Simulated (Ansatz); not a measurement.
Take SrTiO$_{3}$ in the cubic perovskite structure (space group Pm-3m, No. 221; a = 3.891 Å) as the base.

It is then changed as follows: every lattice vector is shortened by 1.20 %, atoms relaxed at fixed cell.

All numbers come from Ansatz (a program for electronic structure) PBEsol, no spin-orbit coupling.

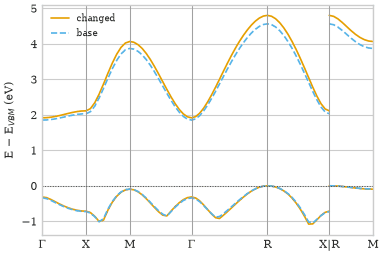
Figure: Highest valence and lowest conduction band along the path, each from its own valence-band maximum

Q: From the figure, how large is the changed gap, and is it direct?

A: About 1.9 eV, indirect, R → Γ.

The cells carry an imposed strain or load. Stability against distortions was not tested. All final runs are without spin polarisation. Many cubic perovskites are stable only at high temperature; tilts and polar distortions were not tested.
